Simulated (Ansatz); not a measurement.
The calculation's input:

```
crystal:
  lattice:
    - [8.6603640509, 0.0, 0.0]
    - [-4.3301820255, 7.5000952741, 0.0]
    - [0.0, 0.0, 3.8718788411]
  atoms:
    - { symbol: Sr, position: [0.5, 0.0, 0.5] }
    - { symbol: Sr, position: [0.0, 0.5, 0.5] }
    - { symbol: Sr, position: [0.5, 0.5, 0.5] }
    - { symbol: Si, position: [0.6666666667, 0.3333333333, 0.0] }
    - { symbol: Si, position: [0.3333333333, 0.6666666667, 0.0] }
basis:
  ecutwfc: 420
kpoints:
  mp_grid: { grid: [6, 6, 10] }
hamiltonian:
  xc: pbe
scf:
  occupations: { method: gaussian, width: 0.1 }
output:
  forces: true
  stress: true
  eigenvalues: true
  write_density: true
  write_potential: true
  elf: true
  volumetric_format: npy
relax:
  adjacent_minimum: "off"
  f_tol: 0.01
  max_steps: 80
  cell: { stress_tol: 0.05 }
```

Command:

```sh
ansatz run input.yaml --threads 1 --pin off --max-ram 2560MiB --backend cpu --events-out ev --progress --plain --runs-dir out
```

Below, planes, directions and counts refer to the conventional cell (a = 8.82 Å, b = 8.82 Å, c = 3.78 Å, α = 90.00°, β = 90.00°, γ = 120.00°).

The fields are those of the run's last geometry, not of the input's.

Space group P6/mmm; started from the random prototype, which need not be the ambient phase.

All numbers below come from DFT PBE, scalar-relativistic, plane waves, PAW (Ansatz 0.2.0).

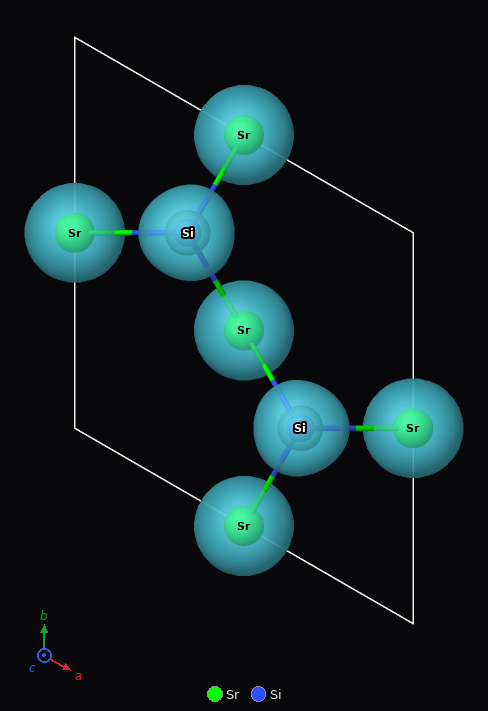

Sr3Si2. Isosurface of the valence charge density (pseudo) at 0.3 e/Å³ (cyan), seen along the c axis. Sticks mark near contacts.

In a PAW calculation such maps are meaningful between the atoms, not at the nuclei.

### How is the density connected at this value?

At this value the density breaks into separate islands; it holds about 65 % of the electrons treated as valence (semicore included). It bridges none of the near contacts. It is pinched off along the sampled Sr–Si (3.17 Å) contacts. On the grid the lowest density along these lines, outside the cores, is 0.14 e/Å³ (Sr–Si, 3.17 Å).
